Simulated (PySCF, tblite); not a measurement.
# C₅H₁₀BN₃: geometry, infrared bands and NMR shifts

Aim: predict the infrared bands and NMR shifts of C₅H₁₀BN₃ (`C[C@@H]1NB(C#N)N[C@H]1C`).

Computed with tblite 0.8.0 and PySCF 2.14.0, with density-fitted response routines of our own, on a single molecule in the gas phase. Atoms are numbered from 0 throughout.

### Step 1. Starting geometry

19 atoms, charge 0, multiplicity 1; geometry from: force field or distance geometry start.

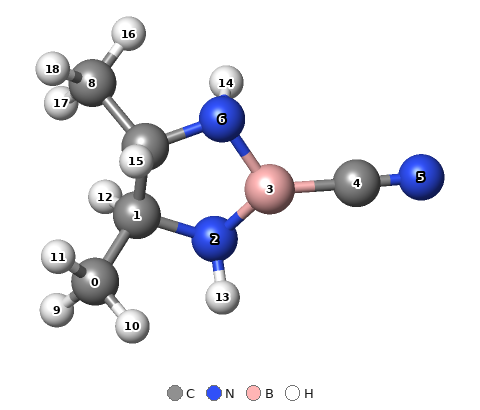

The starting geometry (carbon grey, nitrogen blue, boron pink, hydrogen white), atoms numbered; sticks join atoms by distance.

### Step 2. Optimising the geometry with GFN2-xTB

What the job is given:

```
{"job": {"kind": "relax", "xc": "GFN2-xTB", "basis": "xTB"}, "charge": 0, "multiplicity": 1}
C     -1.969500    -0.702200    -0.385800
C     -0.515900    -0.361800    -0.544500
N      0.311000    -1.477200    -0.060700
B      1.152600    -0.935600     1.068300
C      2.356200    -1.670300     1.700800
N      3.277200    -2.206400     2.149900
N      1.164300     0.574100     0.834200
C     -0.093300     0.876100     0.221800
C      0.156400     2.010500    -0.755000
H     -2.404800    -1.074000    -1.340400
H     -2.188700    -1.456700     0.389700
H     -2.493100     0.264500    -0.111100
H     -0.323900    -0.190700    -1.588900
H     -0.267900    -2.300800     0.193100
H      1.958500     0.721500     0.155100
H     -0.809100     1.165500     1.027200
H      1.229800     2.284200    -0.687700
H     -0.041000     1.638300    -1.775800
H     -0.508600     2.850300    -0.497600
```

Command:

```console
$ OMP_NUM_THREADS=1 python probes_run.py task.json out
```

The driver reads the jobs from task.json and runs them one after another.

**Question.** This job is followed by: GFN2-xTB harmonic vibrations, gas phase; GIAO PBE0/pcSseg-1 NMR shielding, non-relativistic, gas phase. Predict these results of the whole session: strongest single infrared mode (GFN2-xTB); zero-point energy (GFN2-xTB); ¹³C shifts against TMS (PBE0/pcSseg-1, means over atoms taken as alike); ¹H shifts against TMS (PBE0/pcSseg-1, means over atoms taken as alike); ¹⁵N shifts against NH3 (PBE0/pcSseg-1, means over atoms taken as alike); ¹¹B shifts against BF3·OEt2 (PBE0/pcSseg-1).

The runs gave:

| quantity | value |
| --- | --- |
| strongest single infrared mode (GFN2-xTB) | 1394 cm⁻¹, 212 km/mol |
| zero-point energy (GFN2-xTB) | 97.5 kcal/mol |
| ¹³C shifts against TMS (PBE0/pcSseg-1, means over atoms taken as alike) | 125.4, 63.2, 28.1 ppm |
| ¹H shifts against TMS (PBE0/pcSseg-1, means over atoms taken as alike) | 3.39, 2.80, 1.15 ppm |
| ¹⁵N shifts against NH3 (PBE0/pcSseg-1, means over atoms taken as alike) | 349.6, 106.0 ppm |
| ¹¹B shifts against BF3·OEt2 (PBE0/pcSseg-1) | 14.5 ppm |

What this shows: The optimisation took 145 steps and gained 1.866 eV; among the close pairs (by a distance rule), B3–N6 changed most, from 1.528 to 1.401 Å. All 51 modes are real, so the xTB geometry is a minimum. The strongest single mode, at 1394 cm⁻¹, has its largest shares on B3, N6 and N2 (the list is cut at 3 atoms). Unscaled tight-binding wavenumbers are off by several per cent, some by more. Its intensities can rank the bands wrongly. The most deshielded carbon is C4 (nitrile carbon), at 125.4 ppm: typical of a nitrile. The most deshielded hydrogen is H12, H15 (mean) (hydrogen on an sp3 CH bonded to N), at 3.39 ppm: its carbon carries N, hence the downfield position. At PBE0/pcSseg-1: The widest tensor belongs to N5: span 549 ppm, with a paramagnetic part of -420 ppm.
